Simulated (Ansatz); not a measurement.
# SiF+ (singlet): one geometry, many settings

What do other methods and options give for SiF+ (singlet) at this geometry, and how long do they take?

Method: the settings change from run to run; program: Ansatz 0.2.0, Gaussian basis.

12 further runs of the same task are left out: 4 for a known fault of the program, 3 that didn't finish, 5 set aside as unsound or not needed.

### Step 1. The geometry

The geometry is a PBE0/def2-TZVP stationary point (not a proven minimum).

2 atoms, charge 1, spin multiplicity 1.

Atoms are counted from 1 here; the program's logs count them from 0.

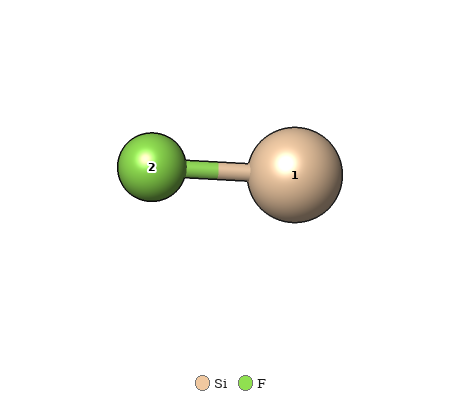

The structure; silicon light orange, fluorine green; atoms are numbered from 1 in the order of the file.

### Step 2. BCCD on RHF/def2-mTZVP

The input, in.yaml:

```yaml
crystal:
  periodic: [false, false, false]
  atoms:
    - {symbol: Si, position_ang: [0.000000, 0.000000, 0.000000]}
    - {symbol: F, position_ang: [0.000000, 0.000000, 1.536400]}
basis:
  gaussian: {orbitals: def2-mTZVP, point_charges: [{charge: -0.50, position_ang: [3.682, -0.796, 0.810]}]}
total_charge: 1
magnetization: {spin_polarized: false}
correlation: {method: bccd, electrons: outside_noble_gas, diis_vectors: 2}
output: {forces: true}
```

On the command line:

```sh
> ansatz run in.yaml --threads 1 --pin off --events-out ev --progress --plain --max-ram 2393MiB
```

Log, cut to the lines that bear on the results:

```text
Functional definition: HF
  name "HF"
  cite "Fock, Z. Phys. 61, 126 (1930) doi:10.1007/BF01340294"
  parent pbe
[...]
329 factors; integrals over basis functions are off by at most 1.1e-3 eV
[...]
mean field -10564.05134279 eV, -388.2217262762 hartree, gradient 4.9e-6 eV, S^2 0.000000; 0 other end points of the search recorded, 0 dependent functions left out
6 core orbitals not correlated: weight in the atoms' cores, before any rotation towards them, 1.000 or more for the frozen orbitals, at most 0.000 for the correlated occupied ones
reference -10564.05134279 eV, -388.2217262762 hartree; 5, 5 occupied and 30, 30 virtual orbitals, 329 factors
second order -6.90748131 eV of doubles, -0.00000000 eV of singles
cycle   1  -6.83559321 eV  change    7.2e-2 eV  update   9.2e-2
[...]
cycle  12  -7.15603026 eV  change   -2.9e-6 eV  update   2.2e-6
[...]
Total energy: -10571.20737305 eV, -388.4847055378 hartree
Atom 0 at     0.000000     0.000000     0.000000 Å, force     0.569801    -0.123183    -0.050992 eV/Å
Atom 1 at     0.000000     0.000000     1.536400 Å, force    -0.064101     0.013858     0.188988 eV/Å
Dipole moment:     0.074010    -0.016000    -0.734699 e Å
```

Wall time 0.78 s (1 thread of Arm Neoverse V1, shared host).

From the report: correlation -7.1560 eV; largest double amplitude 0.11.

### Step 3. BCCD(T) on RHF/cc-pVDZ

The input, in.yaml:

```yaml
crystal:
  periodic: [false, false, false]
  atoms:
    - {symbol: Si, position_ang: [0.000000, 0.000000, 0.000000]}
    - {symbol: F, position_ang: [0.000000, 0.000000, 1.536400]}
basis:
  gaussian: {orbitals: cc-pVDZ}
total_charge: 1
magnetization: {spin_polarized: false}
correlation: {method: bccd_t, electrons: outside_noble_gas}
accuracy: high
output: {forces: true}
```

The command is unchanged.

Log, cut to the lines that bear on the results:

```text
Functional definition: HF
  name "HF"
  cite "Fock, Z. Phys. 61, 126 (1930) doi:10.1007/BF01340294"
  parent pbe
[...]
588 factors; integrals over basis functions are off by at most 2.8e-9 eV
[...]
mean field -10560.59819873 eV, -388.0948255727 hartree, gradient 6.3e-8 eV, S^2 0.000000; 0 other end points of the search recorded, 0 dependent functions left out
6 core orbitals not correlated: weight in the atoms' cores, before any rotation towards them, 1.000 or more for the frozen orbitals, at most 0.000 for the correlated occupied ones
reference -10560.59819873 eV, -388.0948255727 hartree; 5, 5 occupied and 21, 21 virtual orbitals, 588 factors
second order -6.77085336 eV of doubles, -0.00000000 eV of singles
cycle   1  -6.78017188 eV  change   -9.3e-3 eV  update   9.3e-2
[...]
cycle  20  -7.09510206 eV  change   3.0e-10 eV  update  5.6e-10
perturbative correction -0.19730732 eV, -0.0072509104 hartree
[...]
Total energy: -10567.89060811 eV, -388.3628166744 hartree
Atom 0 at     0.000000     0.000000     0.000000 Å, force     0.000000    -0.000000    -2.970738 eV/Å
Atom 1 at     0.000000     0.000000     1.536400 Å, force    -0.000000     0.000000     2.970738 eV/Å
Dipole moment:    -0.000000     0.000000    -0.701056 e Å
```

It took 1.3 s on 1 thread of Arm Neoverse V1, shared host.

From the report: correlation -7.2924 eV; largest double amplitude 0.11.

### Step 4. NEVPT4(SD)(6,5)/6-31G

The input, in.yaml:

```yaml
crystal:
  periodic: [false, false, false]
  atoms:
    - {symbol: Si, position_ang: [0.000000, 0.000000, 0.000000]}
    - {symbol: F, position_ang: [0.000000, 0.000000, 1.536400]}
basis:
  gaussian: {orbitals: 6-31G}
total_charge: 1
correlation: {method: fic_nevpt4_sd, electrons: all, active_space: {window: {electrons: 6, orbitals: 5}, states: [{multiplicity: 1, weights: [1, 0.5]}]}}
```

Same command.

Log:

```text
Functional definition: HF
  name "HF"
  cite "Fock, Z. Phys. 61, 126 (1930) doi:10.1007/BF01340294"
  parent pbe
  exchange = exact_x
  correlation = 0
394 factors; integrals over basis functions are off by at most 4.8e-8 eV
mean field evaluation 1: about -10550.8482 eV, gradient 6.6e1 eV
mean field evaluation 2: about -10550.8605 eV, gradient 6.6e1 eV
mean field evaluation 4: about -10558.3826 eV, gradient 2.5e0 eV
mean field evaluation 8: about -10558.4131 eV, gradient 1.9e-1 eV
mean field -10558.41339164 eV, -388.0145353929 hartree, gradient 1.4e-6 eV, S^2 0.000000; 0 other end points of the search recorded, 0 dependent functions left out
reference -10558.41339164 eV, -388.0145353929 hartree; 11, 11 occupied and 11, 11 virtual orbitals, 394 factors
state -10559.43208745 eV, -388.0519717735 hartree
state -10552.22975233 eV, -387.7872908400 hartree
state -10559.43208745 eV, -388.0519717735 hartree; corrected -10563.16421624 eV, -388.1891249769 hartree
state -10552.22975233 eV, -387.7872908400 hartree; corrected -10555.87611643 eV, -387.9212922491 hartree
Total energy: -10560.73484964 eV, -388.0998474010 hartree
```

It took 2 s on 1 thread of Arm Neoverse V1, shared host.

From the report: 52 determinants; active occupations (of the averaged states) 1.99, 1.97, 1.65, 0.37, 0.03.

### Step 5. BCCD/cc-pVDZ

The input, in.yaml:

```yaml
crystal:
  periodic: [false, false, false]
  atoms:
    - {symbol: Si, position_ang: [0.000000, 0.000000, 0.000000]}
    - {symbol: F, position_ang: [0.000000, 0.000000, 1.536400]}
basis:
  gaussian: {orbitals: cc-pVDZ}
total_charge: 1
magnetization: {spin_polarized: true, initial_magnetization: 0}
hamiltonian: {xc: {name: B3LYP}}
correlation: {method: bccd, electrons: valence}
```

Launched as before.

Log, cut to the lines that bear on the results:

```text
Functional definition: B3LYP
  name "B3LYP"
  cite "Stephens, Devlin, Chabalowski & Frisch, J. Phys. Chem. 98, 11623 (1994) doi:10.1021/j100096a001"
  cite "Becke, Phys. Rev. A 38, 3098 (1988) doi:10.1103/PhysRevA.38.3098"
  cite "Lee, Yang & Parr, Phys. Rev. B 37, 785 (1988) doi:10.1103/PhysRevB.37.785"
  cite "Vosko, Wilk & Nusair, Can. J. Phys. 58, 1200 (1980) doi:10.1139/p80-159"
[...]
314 factors; integrals over basis functions are off by at most 8.0e-4 eV
[...]
mean field -10586.46646864 eV, -389.0454669580 hartree, gradient 2.5e-6 eV, S^2 0.000000; 0 other end points of the search recorded, 0 dependent functions left out
6 core orbitals not correlated: weight in the atoms' cores, before any rotation towards them, 1.000 or more for the frozen orbitals, at most 0.000 for the correlated occupied ones
reference -10560.27076000 eV, -388.0827924214 hartree; 5, 5 occupied and 21, 21 virtual orbitals, 314 factors
second order -7.15752799 eV of doubles, -0.22805181 eV of singles
cycle   1  -6.96289665 eV  change    4.1e-1 eV  update   1.1e-1
[...]
cycle   9  -7.37138496 eV  change   -8.3e-6 eV  update   5.2e-6
Total energy: -10567.64214496 eV, -388.3536858222 hartree
```

Run time: 1.3 s. Hardware: 1 thread of Arm Neoverse V1, shared host.

From the report: ⟨S²⟩ of the determinant 0.000 (pure singlet: 0.00); correlation -7.3714 eV; largest double amplitude 0.11.

### Step 6. MRCISD+Q(relaxed)(2,2)/6-31G*

The input, in.yaml:

```yaml
crystal:
  periodic: [false, false, false]
  atoms:
    - {symbol: Si, position_ang: [0.000000, 0.000000, 0.000000]}
    - {symbol: F, position_ang: [0.000000, 0.000000, 1.536400]}
basis:
  gaussian: {orbitals: "6-31G*"}
total_charge: 1
correlation: {method: fic_mrcisd_q_relaxed, electrons: outside_noble_gas, active_space: {window: {electrons: 2, orbitals: 2}}}
scf: {lower_state_search: full}
```

The command is unchanged.

Log, cut to the lines that bear on the results:

```text
Functional definition: HF
  name "HF"
  cite "Fock, Z. Phys. 61, 126 (1930) doi:10.1007/BF01340294"
  parent pbe
[...]
292 factors; integrals over basis functions are off by at most 9.4e-4 eV
[...]
mean field -10560.42572221 eV, -388.0884871776 hartree, gradient 3.0e-6 eV, S^2 0.000000; 0 other end points of the search recorded, 0 dependent functions left out
reference -10560.42572221 eV, -388.0884871776 hartree; 11, 11 occupied and 23, 23 virtual orbitals, 292 factors
state -10560.91573492 eV, -388.1064948124 hartree
contracted CI cycle   1: correlation 0.00000000 eV, 0.0000000000 hartree, residual 2.66e1 eV
contracted CI cycle   2: correlation -5.55508824 eV, -0.2041457274 hartree, residual 3.84e0 eV
contracted CI cycle   3: correlation -5.78808150 eV, -0.2127080717 hartree, residual 1.59e0 eV
contracted CI cycle   4: correlation -5.82740926 eV, -0.2141533403 hartree, residual 5.47e-1 eV
contracted CI cycle   5: correlation -5.83186813 eV, -0.2143172009 hartree, residual 1.84e-1 eV
contracted CI cycle   6: correlation -5.83234928 eV, -0.2143348828 hartree, residual 6.11e-2 eV
contracted CI cycle   7: correlation -5.83240911 eV, -0.2143370813 hartree, residual 2.22e-2 eV
contracted CI cycle   8: correlation -5.83241630 eV, -0.2143373458 hartree, residual 6.76e-3 eV
contracted CI cycle   9: correlation -5.83241704 eV, -0.2143373730 hartree, residual 2.41e-3 eV
contracted CI cycle  10: correlation -5.83241713 eV, -0.2143373762 hartree, residual 6.71e-4 eV
state -10560.91573492 eV, -388.1064948124 hartree; corrected -10567.15763655 eV, -388.3358804663 hartree
Total energy: -10567.15763655 eV, -388.3358804663 hartree
```

Run time: 0.66 s. Hardware: 1 thread of Arm Neoverse V1, shared host.

From the report: 2 determinants; active occupations 1.94, 0.06.

### Step 7. All runs side by side

Where basis and cores are those of an earlier RCCSDTQ/cc-pVDZ run (-10567.9108 eV), and the state is the same kind, the miss against it is given.

```tsv
level	correlated	functions	energy (eV)	from RCCSDTQ (meV)	time
BCCD on RHF/def2-mTZVP (beside a point charge)	outside noble gas	41	-10571.2074		0.78 s
BCCD(T) on RHF/cc-pVDZ	outside noble gas	32	-10567.8906	20.2	1.3 s
NEVPT4(SD)(6,5)/6-31G (mean of several states)	all	22	-10560.7348		2 s
BCCD/cc-pVDZ (on B3LYP orbitals)	valence	32	-10567.6421	268.7	1.3 s
MRCISD+Q(relaxed)(2,2)/6-31G*	outside noble gas	34	-10567.1576		0.66 s
```

### Step 8. Results

| quantity | value |
| --- | --- |
| runs | 5 |
| quickest | MRCISD+Q(relaxed)(2,2)/6-31G*, 0.66 s |
| slowest | NEVPT4(SD)(6,5)/6-31G (mean of several states), 2 s |

In words: Total energies in different bases, with other cores or another treatment of relativity can't be set against each other. NEVPT4(SD)(6,5)/6-31G (mean of several states) took 3 times as long as MRCISD+Q(relaxed)(2,2)/6-31G*; the jobs differ in more than the method. Among the correlated runs with a miss given, it spans +20 to +269 meV. Cores frozen from Kohn-Sham orbitals shift the total energy.
